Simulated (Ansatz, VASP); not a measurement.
# TiAu: VASP beside Ansatz

Wanted: the spread between two codes on one cell, functional and k mesh. Of the first pair: The cell is taken from a series of VASP runs on this material, whose earlier steps may have relaxed, scaled or displaced it; both programs get it as it stands. Valence electrons are named where the data sets of a main pair hold unlike numbers.

Main program and level: Ansatz 0.2.0; plane waves, with VASP 6.6.1 beside it; band structure at r2SCAN and single point at r2SCAN.

## 1. The structure

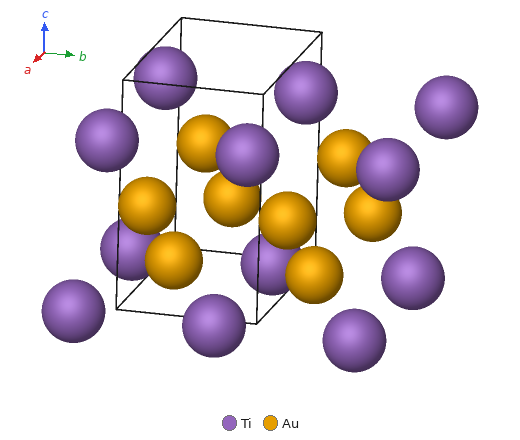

The cell as given, slightly off an axis (titanium purple, gold orange). 2×2×1 cells are drawn. Some periodic images of atoms are drawn too.

## 2. Ansatz: band structure, r2SCAN

Ansatz runs on its default PAW (the set named soft_2) files.

With cell and atoms fixed, the geometry can't cause a difference; cores, projectors, grids and the points listed under the comparison can.

Input file input.yaml:

```yaml
crystal:
  lattice:
    - [4.6406661554, 0.0, 0.0]
    - [0.0, 2.9541600754, 0.0]
    - [0.0, 0.0, 4.8753204161]
  atoms:
    - { symbol: Ti, position: [0.25, 0.0, 0.8041505831] }
    - { symbol: Ti, position: [0.75, 0.0, 0.1958494169] }
    - { symbol: Au, position: [0.25, 0.5, 0.31313113] }
    - { symbol: Au, position: [0.75, 0.5, 0.68686887] }
hamiltonian:
  xc: r2scan
  pseudopotentials: { kind: paw }
kpoints:
  mp_grid: { grid: [4, 7, 4] }
  band_path:
    path:
      - [0.0, 0.0, 0.0]
      - [0.0, -0.2, 0.0]
      - [0.0, -0.43333, 0.0]
      - [-0.1, -0.5, 0.0]
      - [-0.33333, -0.5, 0.0]
      - [-0.5, -0.5, 0.0]
      - [-0.5, -0.26667, 0.0]
      - [-0.5, -0.03333, 0.0]
      - [-0.36667, 0.0, 0.0]
      - [-0.13333, 0.0, 0.0]
      - [0.0, 0.0, -0.03333]
      - [0.0, 0.0, -0.26667]
      - [0.0, 0.0, -0.5]
      - [0.0, -0.16667, -0.5]
      - [0.0, -0.4, -0.5]
      - [-0.06667, -0.5, -0.5]
      - [-0.3, -0.5, -0.5]
      - [-0.5, -0.5, -0.5]
      - [-0.5, -0.3, -0.5]
      - [-0.5, -0.06667, -0.5]
      - [-0.4, 0.0, -0.5]
      - [-0.16667, 0.0, -0.5]
      - [-0.5, 0.0, 0.0]
      - [-0.5, 0.0, -0.23333]
      - [-0.5, 0.0, -0.46667]
      - [0.0, -0.5, -0.36667]
      - [0.0, -0.5, -0.13333]
      - [-0.5, -0.5, -0.03333]
      - [-0.5, -0.5, -0.26667]
      - [-0.5, -0.5, -0.5]
    npoints: 1
scf:
  occupations: { method: methfessel_paxton, width: 0.2 }
  n_extra_bands: 8
output:
  forces: true
  stress: true
  eigenvalues: true
```

On the command line:

```console
ansatz run input.yaml --threads 2 --pin off --max-ram 4608MiB --backend cpu --events-out ev --progress --plain --runs-dir out
```

Numbers of over 12 decimals in the logs are rounded to 6 here.

The program printed:

```text
scf.n_extra_bands = 8 over 31 filled bands (N_el = 62.0): the run solves 39 bands
Engine: ansatz 0.2.0, aarch64-unknown-linux-gnu
Pseudopotentials: kind: paw
Pseudopotential: Ti, paw, valence charge 12, recommended cutoff 500 eV (meta_gga), Ti.paw.azcp
Pseudopotential: Au, paw, valence charge 19, recommended cutoff 500 eV (meta_gga), Au.paw.azcp
Functional definition: r2SCAN
  parameter k0 = 0.174
  parameter k1 = 0.065
  parameter a1 = 4.9479
  exchange = r2scan_x(k0 = k0, k1 = k1, a1 = a1)
  correlation = r2scan_c
Crystal: 4 atoms, lattice volume = 66.837 Å³
Basis set: ecut = 500 eV, 1703 PW (Γ), exchange–correlation on 144×96×144 points (64 copies of the dense FFT grid, shifted against one another)
Bands: 39, of which v1, the nominal top of the filled ones, is band 31 counted from 1 (30 counted from 0)
Symmetry: 8 space group operations
Space group: Pmma (ITA 51), of the structure as read, at distance tolerance 4.1e-5 Å
k-points: 36 of 112
Non-local potential: Ti, projectors of the file, l = 0: 3, l = 1: 2, l = 2: 3, l = 3: 1
Non-local potential: Au, projectors of the file, l = 0: 3, l = 1: 2, l = 2: 2, l = 3: 1
PAW form: soft (Blöchl's): semilocal exchange-correlation on the pseudo side does not see the compensation charge
PAW frozen core: Ti, regenerated for the run's functional (the file was generated under x = pbe(κ = 0.804, μ = 0.219515), c = pbe(β = 0.066725))
PAW frozen core: Au, regenerated for the run's functional (the file was generated under x = pbe(κ = 0.804, μ = 0.219515), c = pbe(β = 0.066725))
PAW one-centre angular grid: Ti, 590 points (default); XC on 160 Gauss nodes
PAW one-centre angular grid: Au, 590 points (default); XC on 160 Gauss nodes
Initial density: superposition of atomic densities (neutral atoms: chi_scale 0, normalization atom), corrected by the library's trained network
Initial wavefunctions: pseudopotential atomic-orbital guess
Functional: x = r2scan, c = r2scan; τ floored in thin density (d = 2e-4 eV/Å³)
SCF iter   1: F=—  HF=-31337.344903 eV  |F-HF|=—  |Δ(HF+E_count)|=         —  Δρ=2.31e-2  dr2=5.88e-1  dr2_τ=6.31e-2  ethr=1.77e-3  ⟨swp⟩=4.1  Hψ=4228  notcnv=0
preconditioner: auto → Kerker (q_TF=auto, 2.694 Å⁻¹)  [metal: Δε(μ)=0.050 eV  Ē_g=6.600 eV  σ=0.200 eV  W_gap=0.21  n_scr=20 (ndim 8)  ℏωp=24.9 eV  f_vac=0.000  D(μ)=5.06/eV (n_scr^D=62)]
SCF iter   2: F=—  HF=-31337.320235 eV  |F-HF|=—  |Δ(HF+E_count)|=   2.47e-2  S|Δr|=    0.00e0  Δρ=5.41e-3  dr2=1.84e-2  dr2_τ=1.32e-2  ethr=9.49e-4  ⟨swp⟩=2.1  Hψ=2018  notcnv=0  defer=43
SCF iter   3: F=—  HF=-31337.327573 eV  |F-HF|=—  |Δ(HF+E_count)|=   7.34e-3  S|Δr|=    0.00e0  Δρ=3.44e-3  dr2=8.38e-3  dr2_τ=5.36e-4  ethr=2.97e-5  ⟨swp⟩=1.1  Hψ=1365  notcnv=0  defer=43
SCF iter   4: F=—  HF=-31337.330030 eV  |F-HF|=—  |Δ(HF+E_count)|=   2.46e-3  S|Δr|=    0.00e0  Δρ=6.17e-4  dr2=4.15e-4  dr2_τ=2.47e-5  ethr=1.35e-5  ⟨swp⟩=2.7  Hψ=2420  notcnv=0  defer=43
SCF iter   5: F=—  HF=-31337.330147 eV  |F-HF|=—  |Δ(HF+E_count)|=   1.17e-4  S|Δr|=    0.00e0  Δρ=2.82e-4  dr2=1.08e-4  dr2_τ=3.79e-6  ethr=6.69e-7  ⟨swp⟩=2.2  Hψ=1969  notcnv=0  defer=43
SCF iter   6: F=—  HF=-31337.330144 eV  |F-HF|=—  |Δ(HF+E_count)|=   2.36e-6  S|Δr|=    0.00e0  Δρ=6.31e-5  dr2=3.42e-6  dr2_τ=1.65e-7  ethr=1.74e-7  ⟨swp⟩=2.1  Hψ=1876  notcnv=0  defer=43
SCF iter   7: F=—  HF=-31337.330158 eV  |F-HF|=—  |Δ(HF+E_count)|=   1.39e-5  S|Δr|=    0.00e0  Δρ=3.12e-5  dr2=1.13e-6  dr2_τ=5.60e-8  ethr=5.52e-9  ⟨swp⟩=2.0  Hψ=1921  notcnv=0  defer=43
SCF iter   8: F=-31337.330158 eV  HF=-31337.330158 eV  |F-HF|=6.46e-8  |Δ(HF+E_count)|=   1.67e-8  S|Δr|=    0.00e0  Δρ=8.69e-6  dr2=9.92e-8  dr2_τ=5.90e-9  ethr=1.61e-10  ⟨swp⟩=8.0  Hψ=5814  notcnv=0
SCF 1 converged in 8 iterations: F = -31337.330158 eV  dr2 = 9.92e-8
  greatest PAW one-centre occupation: 1.003 electrons in one spin orbital (limit 2), on the Au atom at site 3 (counted from 0), in its partial waves of l = 0
NSCF: frozen V_eff on 30 k-points
SCF converged after 8 iterations
Stability not checked: this state was not tested for a lower state beside it, because cold or Methfessel-Paxton smearing, or corrected tetrahedra, fill the levels in a way that the test cannot read (fill_not_monotonic; see scf.lower_state_search)
Free energy (F): -31337.330158 eV
Harris-Foulkes:  -31337.330158 eV  (|F-HF|=6.46e-8)
Internal energy: -31337.315854 eV  (E = F + TS)
E sigma→0 (E₀):  -31337.326582 eV
Entropy (-TS):   -0.014304 eV (-3.576 meV/atom)
Fermi energy:    17.888079 eV
--- Per-component energies (eV) ---
  E_band       = -829.725765
  E_kinetic    = 1752.775561
  E_local      = -5263.670244  (includes V_loc(G=0)·N_el)
  E_nonlocal   = 158.335094
  E_hartree    = 2225.046047
  E_xc         = -625.223720
  E_vxc        = -885.372654  (∫ρ·V_xc dr)
  E_paw        = -21570.578044  (= ΣΔE_a)
  E_vpaw       = -1103.336237  (= ΣTr[D̂ρ^β])
  E_aug_tail   = 0.001722  (compensation charges beyond the density's cutoff)
  E_vtau       = 61.459855  (kinetic-family band-sum trace: ∫τ·v_τ [+ j·A + Jᵃ·Aᵃ] dr)
  E_ewald      = -8013.142708
  E_core_change = -0.859562  (= ΣΔE_core)
  E_smearing   = -0.014304  (= −TS)
  E_closure    = -0.000000  (closes the sum)
  Σ components = -31337.330158   (vs F -31337.330158, Δ=0.00e0)
--- Forces (eV/Å), atoms counted from 1 ---
  atom   1  Ti     0.00000000     0.00000000    -0.00164627
  atom   2  Ti     0.00000000    -0.00000000     0.00164627
  atom   3  Au     0.00000000     0.00000000     0.00623814
  atom   4  Au     0.00000000    -0.00000000    -0.00623814
  max |Σ_I F_I| component: 1.73e-18 eV/Å
--- Stress (GPa, compression-positive) ---
       -0.207917       0.000000       0.000000
        0.000000      -0.267135      -0.000000
        0.000000      -0.000000      -0.121057
  P = ⅓ Tr σ = -0.1987 GPa (-1.987 kbar)
--- Band table (eV; the first three rows and the last of 36) ---
  k-point 0: bands = [... 27 lower, 14.8535, 16.5803, 17.2660, 17.6822, 17.9327, 18.0899, 19.7009, 20.0743, ... 4 higher]
  k-point 1: bands = [... 27 lower, 13.9262, 16.5630, 17.2985, 17.5513, 17.7990, 17.9987, 19.4114, 19.7681, ... 4 higher]
  k-point 2: bands = [... 27 lower, 13.6317, 16.5811, 17.3536, 17.4276, 17.6425, 17.8981, 18.6024, 19.4519, ... 4 higher]
  k-point 35: bands = [... 27 lower, 15.7706, 17.4420, 17.4420, 18.3512, 18.3512, 18.7926, 18.7926, 19.8960, ... 4 higher]
```

Elapsed: 16 s, on 2 threads of Arm Neoverse N1, shared host; peak memory 0.52 GiB.

## 3. VASP: band structure, r2SCAN

The same cell, functional, mesh and smearing now go to VASP, with its own data sets.

Lines of VASP's logs that name or quote its potential files are left out, and so is its time.

Input file INCAR:

```
SYSTEM = TiAu
PREC = Accurate
ENCUT = 400
EDIFF = 1E-06
NELM = 100
ISMEAR = 1
SIGMA = 0.2
LREAL = .FALSE.
ALGO = Normal
METAGGA = R2SCAN
LASPH = .TRUE.
NBANDS = 37
LORBIT = 11
LWAVE = .FALSE.
LCHARG = .FALSE.
KPAR = 4
```

Input file POSCAR:

```
TiAu
1.0
    4.6406661554      0.0000000000      0.0000000000
    0.0000000000      2.9541600754      0.0000000000
    0.0000000000      0.0000000000      4.8753204161
Ti Au
2 2
Direct
    0.2500000000      0.0000000000      0.8041505831
    0.7500000000      0.0000000000      0.1958494169
    0.2500000000      0.5000000000      0.3131311300
    0.7500000000      0.5000000000      0.6868688700
```

Input file KPOINTS:

```
Automatic mesh
0
Gamma
4 7 4
0 0 0
```

Input file KPOINTS_OPT:

```
Line mode
16
Line-mode
Reciprocal
  0.00000000   0.00000000   0.00000000 GAMMA
  0.00000000  -0.50000000   0.00000000 X

  0.00000000  -0.50000000   0.00000000 X
 -0.50000000  -0.50000000   0.00000000 S

 -0.50000000  -0.50000000   0.00000000 S
 -0.50000000   0.00000000   0.00000000 Y

 -0.50000000   0.00000000   0.00000000 Y
  0.00000000   0.00000000   0.00000000 GAMMA

  0.00000000   0.00000000   0.00000000 GAMMA
  0.00000000   0.00000000  -0.50000000 Z

  0.00000000   0.00000000  -0.50000000 Z
  0.00000000  -0.50000000  -0.50000000 U

  0.00000000  -0.50000000  -0.50000000 U
 -0.50000000  -0.50000000  -0.50000000 R

 -0.50000000  -0.50000000  -0.50000000 R
 -0.50000000   0.00000000  -0.50000000 T

 -0.50000000   0.00000000  -0.50000000 T
  0.00000000   0.00000000  -0.50000000 Z

 -0.50000000   0.00000000   0.00000000 Y
 -0.50000000   0.00000000  -0.50000000 T

  0.00000000  -0.50000000  -0.50000000 U
  0.00000000  -0.50000000   0.00000000 X

 -0.50000000  -0.50000000   0.00000000 S
 -0.50000000  -0.50000000  -0.50000000 R
```

PAW data sets: Ti_sv and Au (PBE family, release 64).

On the command line:

```console
mpirun -np 4 vasp_std
```

The program printed:

```text
[banner, memory and clock lines left out]
running    4 mpi-ranks, on    1 nodes
 distrk:  each k-point on    1 cores,    4 groups
 distr:  one band on    1 cores,    1 groups

 POSCAR found type information on POSCAR TiAu
 POSCAR found :  2 types and       4 ions
|                                                                             |
|               ----> ADVICE to this user running VASP <----                  |
|                                                                             |
|     You enforced a specific xc type in the INCAR file but a different       |
|     [... a line on the potential file left out ...]
|     I HOPE YOU KNOW WHAT YOU ARE DOING!                                     |
|                                                                             |

 LDA part: xc-table for (None), standard interpolation
 POSCAR, INCAR and KPOINTS ok, starting setup
 FFT: planning ... GRIDC
 FFT: planning ... GRID_SOFT
 FFT: planning ... GRID
 WAVECAR not read
 entering main loop
       N       E                     dE             d eps       ncg     rms          rms(c)
DAV:   1     0.366465011783E+03    0.36647E+03   -0.19378E+04  2672   0.125E+03
DAV:   2    -0.971846944275E+02   -0.46365E+03   -0.43774E+03  2754   0.387E+02
DAV:   3    -0.142719152342E+03   -0.45534E+02   -0.44206E+02  4053   0.111E+02
DAV:   4    -0.146099616891E+03   -0.33805E+01   -0.32986E+01  3646   0.255E+01
DAV:   5    -0.146227541672E+03   -0.12792E+00   -0.12790E+00  3268   0.442E+00    0.185E+01
DAV:   6    -0.128480513213E+03    0.17747E+02   -0.18008E+01  2942   0.367E+01    0.589E+00
DAV:   7    -0.128663788173E+03   -0.18327E+00   -0.59186E-01  3326   0.417E+00    0.341E+00
DAV:   8    -0.128676680909E+03   -0.12893E-01   -0.86706E-02  3015   0.236E+00    0.162E+00
DAV:   9    -0.128673795867E+03    0.28850E-02   -0.18456E-02  3369   0.122E+00    0.272E-01
DAV:  10    -0.128673466532E+03    0.32933E-03   -0.28325E-03  3016   0.459E-01    0.954E-02
DAV:  11    -0.128673447569E+03    0.18963E-04   -0.33102E-04  3581   0.157E-01    0.311E-02
DAV:  12    -0.128673457423E+03   -0.98541E-05   -0.10083E-04  3392   0.604E-02    0.135E-02
DAV:  13    -0.128673457312E+03    0.11084E-06   -0.68170E-06  3176   0.182E-02
   1 F= -.12867346E+03 E0= -.12866869E+03  d E =-.142897E-01
 Start KPOINTS_OPT (optional k-point list driver)
k-point batch [1-36\192]
       N       E                     dE             ncg
DAV:   1     0.578910503560E+04   -0.38742E+05     2672
DAV:   2    -0.106863367588E+05   -0.16475E+05     2694
DAV:   3    -0.123101321541E+05   -0.16238E+04     3838
DAV:   4    -0.124200424839E+05   -0.10991E+03     3629
DAV:   5    -0.124262697344E+05   -0.62273E+01     3333
DAV:   6    -0.124263105962E+05   -0.40862E-01     3460
DAV:   7    -0.124263116440E+05   -0.10478E-02     3312
DAV:   8    -0.124263116693E+05   -0.25302E-04     2842
DAV:   9    -0.124263116706E+05   -0.13199E-05     1894
DAV:  10    -0.124263116708E+05   -0.15771E-06     1785
[...]
k-point batch [181-192\192]
       N       E                     dE             ncg
DAV:   1     0.379979049832E+05   -0.18553E+05      896
DAV:   2     0.325684082263E+05   -0.54295E+04      903
DAV:   3     0.320530718596E+05   -0.51534E+03     1180
DAV:   4     0.320124954416E+05   -0.40576E+02     1247
DAV:   5     0.320106116159E+05   -0.18838E+01     1034
DAV:   6     0.320106051461E+05   -0.64699E-02     1080
DAV:   7     0.320106050072E+05   -0.13881E-03     1033
DAV:   8     0.320106050042E+05   -0.30624E-05      864
DAV:   9     0.320106050041E+05   -0.12702E-06      579
```

OUTCAR, selected parts (step 3):

```text
ion  position               nearest neighbor table
   1  0.250  0.000  0.804-   4 2.81   4 2.81   4 2.81   4 2.81   3 2.81   3 2.81   3 2.89   3 2.89

  LATTYP: Found a simple orthorhombic cell.
 ALAT       =     2.9541600754
 B/A-ratio  =     1.5708919073
 C/A-ratio  =     1.6503237102

 Subroutine GETGRP returns: Found  8 space group operations
 (whereof  4 operations were pure point group operations)

The static configuration has the point symmetry C_2h.
 The point group associated with its full space group is D_2h.

 Found     36 irreducible k-points:

   k-points           NKPTS =     36   k-points in BZ     NKDIM =     36   number of bands    NBANDS=     37

   dimension x,y,z NGX =    30 NGY =   20 NGZ =   32
   dimension x,y,z NGXF=    60 NGYF=   40 NGZF=   64

   ENCUT  =  400.0 eV  29.40 Ry    5.42 a.u.   7.57  4.82  7.95*2*pi/ulx,y,z

   NELECT =      46.0000    total number of electrons

 k-points in reciprocal lattice and weights: Automatic mesh
   0.00000000  0.00000000  0.00000000       0.009
   0.25000000  0.00000000  0.00000000       0.018
   0.50000000  0.00000000  0.00000000       0.009
   0.00000000  0.14285714  0.00000000       0.018
   0.25000000  0.14285714  0.00000000       0.036
   0.50000000  0.14285714  0.00000000       0.018
   0.00000000  0.28571429  0.00000000       0.018
   0.25000000  0.28571429  0.00000000       0.036
   0.50000000  0.28571429  0.00000000       0.018
[...]
0.25000000  0.42857143  0.50000000       0.036
   0.50000000  0.42857143  0.50000000       0.018

 average (electrostatic) potential at core
       1 -76.3243       2 -76.3243       3 -70.2013       4 -70.2013

 E-fermi :   9.6346

 k-point     1 :       0.0000    0.0000    0.0000
  band No.  band energies     occupation
    ...
     20       6.5897      2.00000
     21       8.3227      2.00000
     22       9.0078      2.00009
     23       9.4303      2.05446
     24       9.6809      0.62025
     25       9.8357     -0.05134
     26      11.4513     -0.00000
     27      11.8183     -0.00000
     28      11.8267     -0.00000
     29      12.0308     -0.00000
    ...

 k-point     2 :       0.2500    0.0000    0.0000
  band No.  band energies     occupation
    ...
     20       5.8873      2.00000
     21       8.3638      2.00000
     22       9.0461      2.00026
     23       9.4062      2.06857
     24       9.6479      0.88801
     25      10.0585     -0.01066
     26      11.1614     -0.00000
     27      11.5644     -0.00000
     28      11.7381     -0.00000
     29      11.8643     -0.00000
    ...

 k-point     3 :       0.5000    0.0000    0.0000
  band No.  band energies     occupation
    ...
     18       4.9100      2.00000
     19       5.4448      2.00000
     20       5.4448      2.00000
     21       8.9085      2.00000
     22       8.9085      2.00000
     23       9.7604      0.13500
     24       9.7604      0.13500
     25      10.0837     -0.00669
     26      10.0837     -0.00669
     27      11.3711     -0.00000
    ...

  Total        0.0110921     -0.0078179     -0.0165982      0.0000000      0.0000000     -0.0000000
  in kB        0.2658934     -0.1874063     -0.3978824      0.0000000      0.0000000     -0.0000000
  external PRESSURE =      -0.1064651 kB  Pullay stress =       0.0000000 kB

  energy-cutoff  :      400.00
  volume of cell :       66.84
      direct lattice vectors                 reciprocal lattice vectors
     4.640666155  0.000000000  0.000000000     0.215486304  0.000000000  0.000000000
     0.000000000  2.954160075  0.000000000     0.000000000  0.338505692  0.000000000
     0.000000000  0.000000000  4.875320416     0.000000000  0.000000000  0.205114724

 POSITION                                       TOTAL-FORCE (eV/Angst)
 -----------------------------------------------------------------------------------
      1.16017      0.00000      3.92049        -0.000000      0.000000      0.002762
      3.48050      0.00000      0.95483        -0.000000     -0.000000     -0.002762
      1.16017      1.47708      1.52661         0.000000      0.000000     -0.004593
      3.48050      1.47708      3.34871        -0.000000     -0.000000      0.004593
 -----------------------------------------------------------------------------------
    total drift:                                0.000000     -0.000000      0.000000

  FREE ENERGIE OF THE ION-ELECTRON SYSTEM (eV)
  ---------------------------------------------------
  free  energy   TOTEN  =      -128.6734573123 eV

  energy  without entropy=     -128.6591676361  energy(sigma->0) =     -128.66869409

 total charge
# of ion       s       p       d       tot
------------------------------------------
    1        2.182   6.123   1.813  10.118
    2        2.182   6.123   1.813  10.118
    3        0.726   0.540   8.582   9.848
    4        0.726   0.540   8.582   9.848
--------------------------------------------------
tot          5.817  13.325  20.789  39.931

[... 3 further parts left out ...]
```

The k-mesh is coarse for a metal. Spin-orbit coupling is off here; with elements this heavy it splits and shifts levels by tenths of an eV or more. The PAW data sets were made with PBE, which is usual practice but a small mismatch for other functionals.

## 4. Side by side

Known differences besides the potentials themselves: VASP keeps PBE cores, Ansatz makes them for the functional; the data sets hold 62 valence electrons in Ansatz (on its default PAW (the set named soft_2) files) and 46 in VASP; the cutoff is 500 eV in Ansatz and 400 eV in VASP; in our runs with r2SCAN, forces from VASP's data set Ti_sv part from Ansatz's all-electron ones, so neither program is the reference here. Total energies have different zeros and are not compared.

The two programs side by side:

```tsv
quantity	Ansatz	VASP	difference
pressure (GPa)	-0.20	-0.01	-0.19
pressure without Ansatz's Pulay correction (GPa)	-0.30	-0.01	-0.29
```

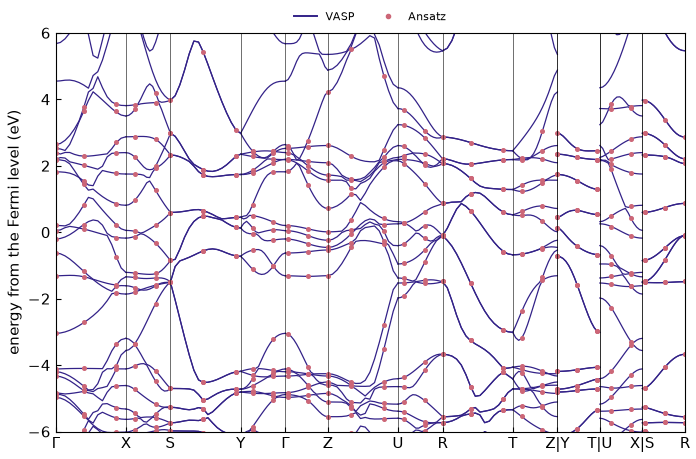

Bands from VASP (lines) and levels from Ansatz (dots). Dots without a line are higher empty bands that the VASP plot leaves out.

At this near-relaxed geometry the largest component of a force difference is 11 meV/Å. Levels from 3 eV below to 2 eV above the Fermi level differ by 5 meV r.m.s. and 13 meV at most; each VASP level is matched to the nearest of Ansatz, which flatters the figure a little. Ansatz's pressure holds a Pulay correction of 0.10 GPa; VASP's holds none.

## 5. Other set-ups

Further runs change the set-up of one program: Ansatz's method, potentials or start, or VASP's data sets, cutoff or form of LDA. The table gives Ansatz less VASP for each quantity, since a change that brings one quantity closer may part another.

```tsv
run	r.m.s. force difference (meV/Å)	pressure (GPa)
as above	4.8	-0.19
Ansatz's all-electron LAPW method	4.3	-0.20
```

[end of part 1 of 2]

[Lines on the potential files, build, host, timing and source positions are cut from VASP's logs without a mark.]

[Logs are printed without paths, hosts, clocks, repeated set-up lines and the standing remarks that a program may print on its own settings, such as how far it seeks lower states.]

[Hosts, paths, dates, database ids (printed as entryN), source tags and the programs' standing remarks are cut or masked in the printed files.]
